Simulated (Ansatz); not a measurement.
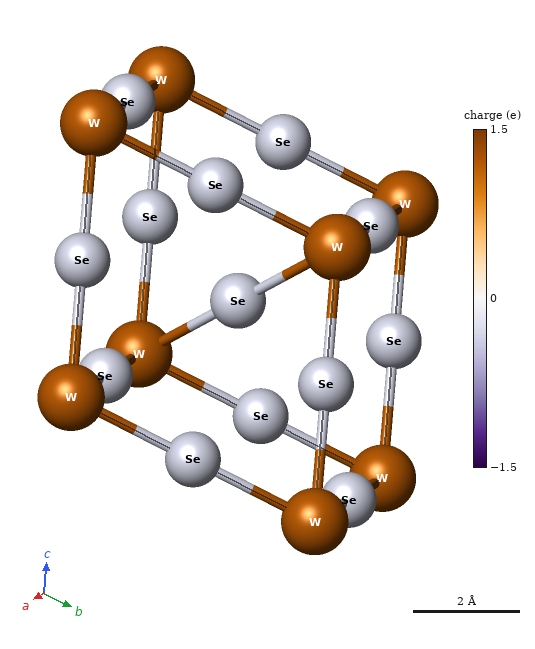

Crystal structure, ball-and-stick style, seen slightly off an axis. The edges of the simulation cell are marked. The atoms of this WSe4 cell are coloured by their Bader charge.

Computed with Ansatz, DFT PBE, scalar-relativistic, plane waves, PAW. Settings: E_cut = 420 eV, 10×10×10 k-points, Gaussian smearing of 0.1 eV, collinear spins. The state is ferromagnetic.

### Who donates electrons here and who accepts them?

Most positive: W; most negative: Se. Charges: about W +1.2 e; Se -0.3 e.

The model was built from a random cell made by a generator, so it need not be a real form of the compound. Earlier steps of the study may have refined or changed the cell and positions. It went into a calculation with Ansatz.
